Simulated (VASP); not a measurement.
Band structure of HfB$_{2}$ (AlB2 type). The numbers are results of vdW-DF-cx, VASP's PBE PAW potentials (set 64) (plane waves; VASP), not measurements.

Unless said otherwise, spin-orbit coupling is left out, though it shifts the bands of the heavy elements here.

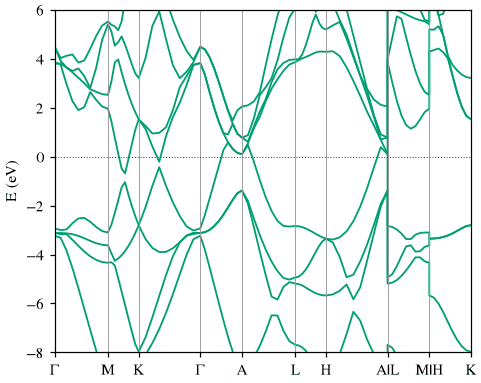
*Bands along high-symmetry lines, zero at the valence-band maximum or, without a gap, the Fermi level*

**Question.** Read the plot: is there a gap, and where are the band edges?

**Answer.** It has no gap at this level: it comes out as a metal or semimetal. (Edges off the drawn lines would not show.)

The compound is HfB2 in the AlB2 type structure. It was relaxed first.
